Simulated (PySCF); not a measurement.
RbH, singlet. PBE0/def2-TZVPP (ECP) with PySCF 2.14.0, UKS. One reference determinant with the occupation held, the lowest that a PBE0 search over spins and occupations found; no spin-orbit coupling. Zero is the separated fragments in their ground configurations, without counterpoise. With PBE0 the solution stays closed-shell at all points drawn; such a solution can't reach the open-shell fragments at long range. 2 further points of the run are not drawn. Horizontal lines: vibrational levels from ωe and ωexe, starting at v = 0. The dipole is positive if the first atom is negative.

Q: What bond curve does the calculation give?

A: re = 2.416 Å, ωe = 924 cm⁻¹, ωexe = 13.6 cm⁻¹, De = 1.57 eV.
```csv
r (Å),E (eV)
2.080,−1.33
2.176,−1.46
2.273,−1.54
2.346,−1.57
2.418,−1.57
2.491,−1.57
2.587,−1.54
2.708,−1.47
2.853,−1.37
3.047,−1.21
```

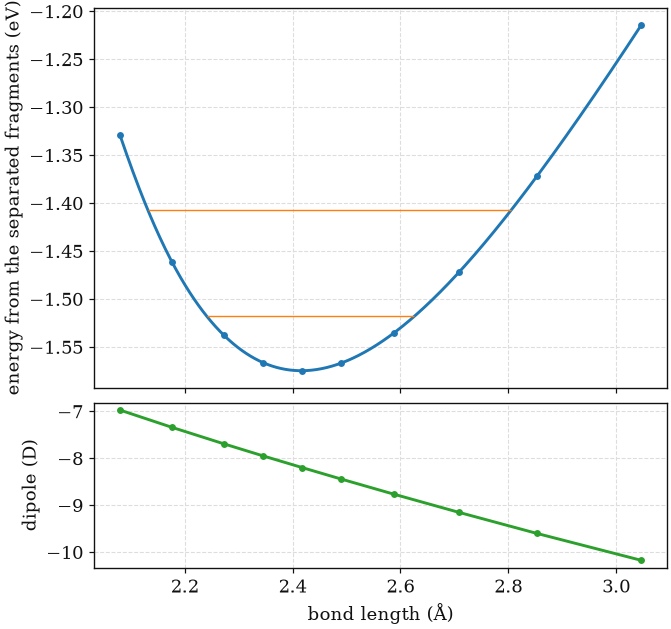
